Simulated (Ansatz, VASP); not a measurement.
# Cross-check of SnO2 (Cassiterite) between VASP and Ansatz, part 2 of 2

Wanted: the spread between two codes on one cell, functional and k mesh.  Other levels of theory on this material are compared in a session of their own. Valence electrons are named where the data sets of a main pair hold unlike numbers.

VASP 6.6.1 and Ansatz 0.2.0.

So far: Starting point; Ansatz: band structure, PBE, spin-orbit coupling.

## (3) VASP: band structure, PBE, spin-orbit coupling

Level of this step: PBE, spin-orbit coupling; plane waves and PAW (Sn_d, O) (VASP).

The same cell, functional, mesh and smearing now go to VASP, with its own data sets.

Lines of VASP's logs that name or quote its potential files are left out, and so is its time.

Contents of INCAR:

```
SYSTEM = SnO2
PREC = Accurate
ENCUT = 520
EDIFF = 1E-06
NELM = 100
ISMEAR = 0
SIGMA = 0.02
LREAL = .FALSE.
ALGO = Normal
GGA = PE
LNONCOLLINEAR = .TRUE.
MAGMOM = 0 0 0 0 0 0 0 0 0 0 0 0 0 0 0 0 0 0
NBANDS = 64
GGA_COMPAT = .FALSE.
LASPH = .TRUE.
LSORBIT = .TRUE.
LORBIT = 11
LWAVE = .FALSE.
LCHARG = .FALSE.
KPAR = 8
```

Contents of POSCAR:

```
SnO2
1.0
    4.7380000000      0.0000000000      0.0000000000
    0.0000000000      4.7380000000      0.0000000000
    0.0000000000      0.0000000000      3.1865000000
Sn O
2 4
Direct
    0.0000000000      0.0000000000      0.0000000000
    0.5000000000      0.5000000000      0.5000000000
    0.3071000000      0.3071000000      0.0000000000
    0.1929000000      0.8071000000      0.5000000000
    0.6929000000      0.6929000000      0.0000000000
    0.8071000000      0.1929000000      0.5000000000
```

Contents of KPOINTS:

```
Automatic mesh
0
Gamma
5 5 7
0 0 0
```

Contents of KPOINTS_OPT:

```
Line mode
16
Line-mode
Reciprocal
  0.00000000   0.00000000   0.00000000 GAMMA
  0.00000000   0.50000000   0.00000000 X

  0.00000000   0.50000000   0.00000000 X
  0.50000000   0.50000000   0.00000000 M

  0.50000000   0.50000000   0.00000000 M
  0.00000000   0.00000000   0.00000000 GAMMA

  0.00000000   0.00000000   0.00000000 GAMMA
  0.00000000   0.00000000   0.50000000 Z

  0.00000000   0.00000000   0.50000000 Z
  0.00000000   0.50000000   0.50000000 R

  0.00000000   0.50000000   0.50000000 R
  0.50000000   0.50000000   0.50000000 A

  0.50000000   0.50000000   0.50000000 A
  0.00000000   0.00000000   0.50000000 Z

  0.00000000   0.50000000   0.00000000 X
  0.00000000   0.50000000   0.50000000 R

  0.50000000   0.50000000   0.00000000 M
  0.50000000   0.50000000   0.50000000 A
```

PAW data sets: Sn_d and O (PBE family, release 64).

Started as:

```bash
$ mpirun -np 8 vasp_ncl
```

Numbers of over 12 decimals in the logs are rounded to 6 here.

The log of the run:

```text
[banner, memory and clock lines left out]
running    8 mpi-ranks, on    1 nodes
 distrk:  each k-point on    1 cores,    8 groups
 distr:  one band on    1 cores,    1 groups

 POSCAR found type information on POSCAR SnO
 POSCAR found :  2 types and       6 ions
|                                                                             |
|           W    W    AA    RRRRR   N    N  II  N    N   GGGG   !!!           |
|           W    W   A  A   R    R  NN   N  II  NN   N  G    G  !!!           |
|           W    W  A    A  R    R  N N  N  II  N N  N  G       !!!           |
|           W WW W  AAAAAA  RRRRR   N  N N  II  N  N N  G  GGG   !            |
|           WW  WW  A    A  R   R   N   NN  II  N   NN  G    G                |
|           W    W  A    A  R    R  N    N  II  N    N   GGGG   !!!           |
|                                                                             |
|     For optimal performance we recommend to set                             |
|       NCORE = 2 up to number-of-cores-per-socket                            |
|     NCORE specifies how many cores store one orbital (NPAR=cpu/NCORE).      |
|     This setting can greatly improve the performance of VASP for DFT.       |
|     The default, NCORE=1 might be grossly inefficient on modern             |
|     multi-core architectures or massively parallel machines. Do your        |
|     Unfortunately you need to use the default for GW and RPA                |
|     calculations (for HF NCORE is supported but not extensively tested      |
|     yet).                                                                   |
|                                                                             |

 LDA part: xc-table for (Slater+PW92), standard interpolation
 POSCAR, INCAR and KPOINTS ok, starting setup
 FFT: planning ... GRIDC
 FFT: planning ... GRID_SOFT
 FFT: planning ... GRID
 WAVECAR not read
 entering main loop
       N       E                     dE             d eps       ncg     rms          rms(c)
DAV:   1     0.817302431426E+03    0.81730E+03   -0.23973E+04  3544   0.259E+03
DAV:   2     0.134985877112E+03   -0.68232E+03   -0.64657E+03  3232   0.812E+02
DAV:   3    -0.288282226606E+02   -0.16381E+03   -0.15980E+03  3352   0.284E+02
DAV:   4    -0.430425603702E+02   -0.14214E+02   -0.14063E+02  3800   0.932E+01
DAV:   5    -0.434620334304E+02   -0.41947E+00   -0.41827E+00  3632   0.166E+01    0.161E+01
DAV:   6    -0.370816701115E+02    0.63804E+01   -0.21333E+01  4912   0.710E+01    0.593E+00
DAV:   7    -0.372599961153E+02   -0.17833E+00   -0.26604E+00  3456   0.998E+00    0.338E+00
DAV:   8    -0.372477327251E+02    0.12263E-01   -0.30652E-01  4328   0.633E+00    0.110E+00
DAV:   9    -0.372322835985E+02    0.15449E-01   -0.50214E-02  4648   0.355E+00    0.387E-01
DAV:  10    -0.372326794485E+02   -0.39585E-03   -0.13988E-02  4952   0.122E+00    0.143E-01
DAV:  11    -0.372329255125E+02   -0.24606E-03   -0.29391E-03  4400   0.630E-01    0.333E-02
DAV:  12    -0.372329469512E+02   -0.21439E-04   -0.19370E-04  4064   0.206E-01    0.934E-03
DAV:  13    -0.372329506298E+02   -0.36786E-05   -0.33313E-05  4048   0.489E-02    0.101E-02
DAV:  14    -0.372329485919E+02    0.20379E-05   -0.52455E-06  3496   0.358E-02    0.121E-03
DAV:  15    -0.372329486394E+02   -0.47550E-07   -0.10601E-06  2344   0.756E-03
   1 F= -.37232949E+02 E0= -.37232949E+02  d E =-.171102E-15  mag=    -0.0000     0.0000     0.0000
 Start KPOINTS_OPT (optional k-point list driver)
k-point batch [1-24\144]
       N       E                     dE             ncg
DAV:   1     0.132753733665E+05    0.18731E+04     3632
DAV:   2    -0.266738990368E+04   -0.15943E+05     3160
DAV:   3    -0.648281836221E+04   -0.38154E+04     3440
DAV:   4    -0.680363047068E+04   -0.32081E+03     3624
DAV:   5    -0.681322670454E+04   -0.95962E+01     3664
DAV:   6    -0.681371263928E+04   -0.48593E+00     4528
DAV:   7    -0.681372135813E+04   -0.87188E-02     3968
DAV:   8    -0.681372162898E+04   -0.27085E-03     4576
DAV:   9    -0.681372163133E+04   -0.23524E-05     2768
DAV:  10    -0.681372163155E+04   -0.21428E-06     2240
[...]
k-point batch [121-144\144]
       N       E                     dE             ncg
DAV:   1     0.130529192453E+05   -0.26545E+05     3592
DAV:   2    -0.283312252033E+04   -0.15886E+05     3128
DAV:   3    -0.666911823339E+04   -0.38360E+04     3344
DAV:   4    -0.698411958296E+04   -0.31500E+03     3824
DAV:   5    -0.699335937946E+04   -0.92398E+01     3656
DAV:   6    -0.699382598216E+04   -0.46660E+00     4656
DAV:   7    -0.699383081161E+04   -0.48294E-02     3808
DAV:   8    -0.699383101032E+04   -0.19872E-03     4664
DAV:   9    -0.699383101201E+04   -0.16921E-05     2664
DAV:  10    -0.699383101224E+04   -0.22880E-06     2384
```

OUTCAR, selected parts (step 3):

```text
ion  position               nearest neighbor table
   1  0.000  0.000  0.000-   4 2.05   6 2.05   4 2.05   6 2.05   5 2.06   3 2.06   2 3.71   2 3.71
                             2 3.71   2 3.71   2 3.71   2 3.71   2 3.71   2 3.71
   2  0.500  0.500  0.500-   3 2.05   5 2.05   3 2.05   5 2.05   4 2.06   6 2.06   1 3.71   1 3.71
                             1 3.71   1 3.71   1 3.71   1 3.71   1 3.71   1 3.71
   3  0.307  0.307  0.000-   2 2.05   2 2.05   1 2.06
   4  0.193  0.807  0.500-   1 2.05   1 2.05   2 2.06
   5  0.693  0.693  0.000-   2 2.05   2 2.05   1 2.06
   6  0.807  0.193  0.500-   1 2.05   1 2.05   2 2.06

  LATTYP: Found a simple tetragonal cell.
 ALAT       =     4.7380000000
 C/A-ratio  =     0.6725411566

 Subroutine GETGRP returns: Found 16 space group operations
 (whereof  8 operations were pure point group operations)

The static configuration has the point symmetry D_2h.
 The point group associated with its full space group is D_4h.

 Found     24 irreducible k-points:

   k-points           NKPTS =     24   k-points in BZ     NKDIM =     24   number of bands    NBANDS=     64

   dimension x,y,z NGX =    36 NGY =   36 NGZ =   24
   dimension x,y,z NGXF=    72 NGYF=   72 NGZF=   48

   ENCUT  =  520.0 eV  38.22 Ry    6.18 a.u.   8.81  8.81  5.92*2*pi/ulx,y,z

   NELECT =      52.0000    total number of electrons

 k-points in reciprocal lattice and weights: Automatic mesh
   0.00000000  0.00000000  0.00000000       0.006
   0.20000000  0.00000000  0.00000000       0.023
   0.40000000  0.00000000  0.00000000       0.023
   0.20000000  0.20000000  0.00000000       0.023
   0.40000000  0.20000000  0.00000000       0.046
   0.40000000  0.40000000  0.00000000       0.023
   0.00000000  0.00000000  0.14285714       0.011
   0.20000000  0.00000000  0.14285714       0.046
   0.40000000  0.00000000  0.14285714       0.046
[...]
0.40000000  0.20000000  0.42857143       0.091
   0.40000000  0.40000000  0.42857143       0.046

 average (electrostatic) potential at core
       1 -99.2845       2 -99.2845       3 -67.8024       4 -67.8024       5 -67.8024
       6 -67.8024

 E-fermi :   6.2442

 k-point     1 :       0.0000    0.0000    0.0000
  band No.  band energies     occupation
    ...
     48       5.3485      1.00000
     49       5.3738      1.00000
     50       5.3738      1.00000
     51       6.1410      1.00000
     52       6.1410      1.00000
     53       7.4161      0.00000
     54       7.4161      0.00000
     55      12.2961      0.00000
     56      12.2961      0.00000
     57      12.3782      0.00000
    ...

 k-point     2 :       0.2000    0.0000    0.0000
  band No.  band energies     occupation
    ...
     48       4.9435      1.00000
     49       5.3870      1.00000
     50       5.3870      1.00000
     51       5.9458      1.00000
     52       5.9458      1.00000
     53       8.3355      0.00000
     54       8.3355      0.00000
     55      11.9748      0.00000
     56      11.9748      0.00000
     57      12.6189      0.00000
    ...

 k-point     3 :       0.4000    0.0000    0.0000
  band No.  band energies     occupation
    ...
     48       4.9591      1.00000
     49       5.4517      1.00000
     50       5.4517      1.00000
     51       5.5982      1.00000
     52       5.5982      1.00000
     53       9.8645      0.00000
     54       9.8645      0.00000
     55      11.1941      0.00000
     56      11.1941      0.00000
     57      13.0651      0.00000
    ...

  Total        4.7580748      4.7580748      6.2229926      0.0000000      0.0000000      0.0000000
  in kB      106.5706993    106.5706993    139.3817236      0.0000000      0.0000000      0.0000000
  external PRESSURE =     117.5077074 kB  Pullay stress =       0.0000000 kB

  energy-cutoff  :      520.00
  volume of cell :       71.53
      direct lattice vectors                 reciprocal lattice vectors
     4.738000000  0.000000000  0.000000000     0.211059519  0.000000000  0.000000000
     0.000000000  4.738000000  0.000000000     0.000000000  0.211059519  0.000000000
     0.000000000  0.000000000  3.186500000     0.000000000  0.000000000  0.313823945

 POSITION                                       TOTAL-FORCE (eV/Angst)
 -----------------------------------------------------------------------------------
      0.00000      0.00000      0.00000         0.000000      0.000000     -0.000000
      2.36900      2.36900      1.59325         0.000000      0.000000     -0.000000
      1.45504      1.45504      0.00000        -0.207099     -0.207099      0.000000
      0.91396      3.82404      1.59325         0.207099     -0.207099     -0.000000
      3.28296      3.28296      0.00000         0.207099      0.207099     -0.000000
      3.82404      0.91396      1.59325        -0.207099      0.207099      0.000000
 -----------------------------------------------------------------------------------
    total drift:                               -0.000000      0.000000      0.000000

  FREE ENERGIE OF THE ION-ELECTRON SYSTEM (eV)
  ---------------------------------------------------
  free  energy   TOTEN  =       -37.2329486394 eV

  energy  without entropy=      -37.2329486394  energy(sigma->0) =      -37.23294864

 Spin-Orbit-Coupling matrix elements
 Ion:    1  E_soc:     -0.0735378
 Ion:    2  E_soc:     -0.0735378
 Ion:    3  E_soc:     -0.0003506
 Ion:    4  E_soc:     -0.0003506
 Ion:    5  E_soc:     -0.0003506
 Ion:    6  E_soc:     -0.0003506

 total charge
# of ion       s       p       d       tot
------------------------------------------
    1        0.880   1.103  10.389  12.372
    2        0.880   1.103  10.389  12.372
    3        1.561   3.520   0.000   5.081
    4        1.561   3.520   0.000   5.081
    5        1.561   3.520   0.000   5.081
    6        1.561   3.520   0.000   5.081
--------------------------------------------------
tot          8.004  16.286  20.777  45.067

 magnetization (x)
# of ion       s       p       d       tot
------------------------------------------
    1        0.000   0.000   0.000   0.000
    2        0.000   0.000   0.000   0.000
    3        0.000   0.000   0.000   0.000
    4        0.000   0.000   0.000   0.000
    5        0.000   0.000   0.000   0.000
    6        0.000   0.000   0.000   0.000
--------------------------------------------------
tot          0.000   0.000   0.000   0.000

 magnetization (y)
# of ion       s       p       d       tot
------------------------------------------
    1        0.000   0.000   0.000   0.000
    2        0.000   0.000   0.000   0.000
    3        0.000   0.000   0.000   0.000
    4        0.000   0.000   0.000   0.000
    5        0.000   0.000   0.000   0.000
    6        0.000   0.000   0.000   0.000
--------------------------------------------------
tot          0.000   0.000   0.000   0.000

 magnetization (z)
# of ion       s       p       d       tot
------------------------------------------
    1        0.000   0.000  -0.000   0.000
    2        0.000   0.000  -0.000   0.000
    3        0.000   0.000   0.000   0.000
    4        0.000   0.000   0.000   0.000
    5        0.000   0.000   0.000   0.000
    6        0.000   0.000   0.000   0.000
--------------------------------------------------
tot          0.000   0.000  -0.000   0.000

[... 3 further parts left out ...]
```

At this level the cell is under a pressure of 11.8 GPa, so at these settings it is away from equilibrium.

## (4) Side by side

Known differences besides the potentials themselves: spin-orbit coupling enters by fully relativistic files in Ansatz and inside the spheres in VASP; the cutoff is 420 eV in Ansatz and 520 eV in VASP. Total energies have different zeros and are not compared.

Both answers:

```tsv
quantity	Ansatz	VASP	difference
pressure (GPa)	11.03	11.75	-0.72
pressure without Ansatz's Pulay correction (GPa)	10.19	11.75	-1.56
gap over the path points (eV)	1.288	1.275	+0.013
```

Forces (eV/Å; atoms numbered as in POSCAR):

```tsv
atom	Ansatz x, y, z	VASP x, y, z
Sn1	0.000, 0.000, 0.000	0.000, 0.000, 0.000
Sn2	0.000, 0.000, 0.000	0.000, 0.000, 0.000
O3	-0.193, -0.193, 0.000	-0.207, -0.207, 0.000
O4	0.193, -0.193, 0.000	0.207, -0.207, 0.000
O5	0.193, 0.193, 0.000	0.207, 0.207, 0.000
O6	-0.193, 0.193, 0.000	-0.207, 0.207, 0.000
```

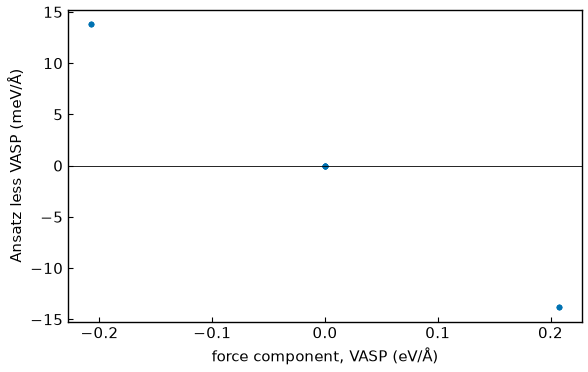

Difference of the force components against their size.

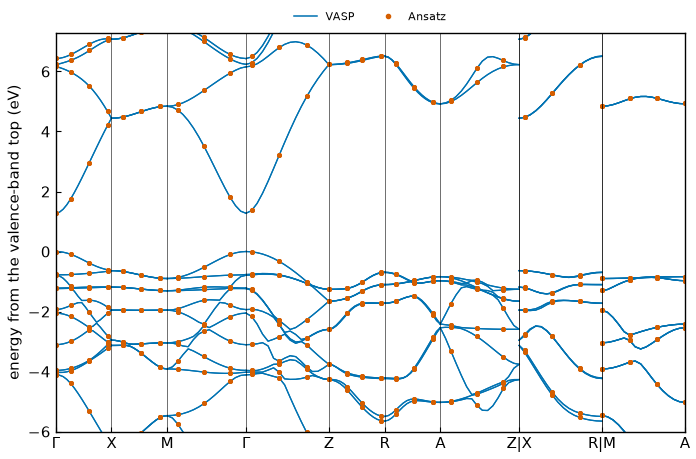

Bands from VASP (lines) and levels from Ansatz (dots). Dots without a line are higher empty bands that the VASP plot leaves out.

Levels at points of the path, from each program's valence-band top (eV; 8 filled, then empty):

```tsv
k (reciprocal lattice)	Ansatz	VASP
0.000 0.000 0.000	-1.21 -1.21 -0.79 -0.79 -0.76 -0.76 0.00 0.00 1.29 1.29 6.17 6.17 6.25 6.25	-1.22 -1.22 -0.79 -0.79 -0.77 -0.77 0.00 0.00 1.27 1.27 6.16 6.16 6.24 6.24
0.000 0.133 0.000	-1.20 -1.20 -1.15 -1.15 -0.76 -0.76 -0.09 -0.09 1.76 1.76 6.00 6.00 6.38 6.38	-1.21 -1.21 -1.16 -1.16 -0.77 -0.77 -0.09 -0.09 1.75 1.75 5.98 5.98 6.37 6.37
0.000 0.300 0.000	-1.20 -1.20 -1.18 -1.18 -0.72 -0.72 -0.38 -0.38 2.96 2.96 5.53 5.53 6.71 6.71	-1.21 -1.21 -1.19 -1.19 -0.73 -0.73 -0.38 -0.38 2.95 2.95 5.52 5.52 6.69 6.69
0.000 0.467 0.000	-1.18 -1.18 -1.18 -1.18 -0.65 -0.65 -0.61 -0.61 4.22 4.22 4.67 4.67 7.05 7.05	-1.19 -1.19 -1.18 -1.18 -0.66 -0.66 -0.61 -0.61 4.21 4.21 4.66 4.66 7.04 7.04
0.100 0.500 0.000	-1.19 -1.19 -1.19 -1.19 -0.66 -0.66 -0.66 -0.66 4.49 4.49 4.49 4.49 7.13 7.13	-1.20 -1.20 -1.20 -1.20 -0.66 -0.66 -0.66 -0.66 4.48 4.48 4.48 4.48 7.12 7.12
0.267 0.500 0.000	-1.24 -1.24 -1.24 -1.24 -0.78 -0.78 -0.78 -0.78 4.67 4.67 4.67 4.67 7.33 7.33	-1.25 -1.25 -1.25 -1.25 -0.79 -0.79 -0.79 -0.79 4.66 4.66 4.66 4.66 7.32 7.32
0.433 0.500 0.000	-1.29 -1.29 -1.29 -1.29 -0.89 -0.89 -0.89 -0.89 4.84 4.84 4.84 4.84 7.50 7.50	-1.30 -1.30 -1.30 -1.30 -0.89 -0.89 -0.89 -0.89 4.82 4.82 4.82 4.82 7.49 7.49
0.433 0.433 0.000	-1.29 -1.29 -1.28 -1.28 -0.89 -0.89 -0.86 -0.86 4.73 4.73 4.91 4.91 7.47 7.47	-1.30 -1.30 -1.29 -1.29 -0.89 -0.89 -0.86 -0.86 4.72 4.72 4.89 4.89 7.46 7.46
0.267 0.267 0.000	-1.26 -1.26 -1.18 -1.18 -0.83 -0.83 -0.53 -0.53 3.52 3.52 5.38 5.38 7.01 7.01	-1.27 -1.27 -1.19 -1.19 -0.84 -0.84 -0.53 -0.53 3.51 3.51 5.37 5.37 7.00 7.00
0.100 0.100 0.000	-1.19 -1.19 -1.17 -1.17 -0.78 -0.78 -0.10 -0.10 1.81 1.81 5.96 5.96 6.43 6.43	-1.20 -1.20 -1.18 -1.18 -0.79 -0.79 -0.10 -0.10 1.80 1.80 5.95 5.95 6.42 6.42
```

The forces differ by 9.2 meV/Å r.m.s., which is 6.7 % of the r.m.s. force of 0.138 eV/Å (both taken over all components). Among the levels compared at these points, filled levels agree within 8 meV and empty ones within 20 meV. Ansatz's pressure holds a Pulay correction of 0.84 GPa; VASP's holds none.

## (5) Results

```yaml
largest_difference_of_a_filled_level_at_the_path_points_band_structure_pbe_spin_orbit_coupling: 8.5 meV
r_m_s_force_difference_band_structure_pbe_spin_orbit_coupling: 9.2 meV/Å
difference_in_pressure_band_structure_pbe_spin_orbit_coupling: -0.72 GPa
```

What this shows: The r.m.s. force difference is 9.2 meV/Å (band structure, PBE, spin-orbit coupling), within the 12 meV/Å picked in this series as the mark of a large difference. 14 further runs of this series are not shown here. How closely two codes agree says nothing of how well the functional describes the real material.

[Lines on the potential files, build, host, timing and source positions are cut from VASP's logs without a mark.]

[Logs are printed without paths, hosts, clocks, repeated set-up lines and the standing remarks that a program may print on its own settings, such as how far it seeks lower states.]

[Hosts, paths, dates, database ids (printed as entryN), source tags and the programs' standing remarks are cut or masked in the printed files.]
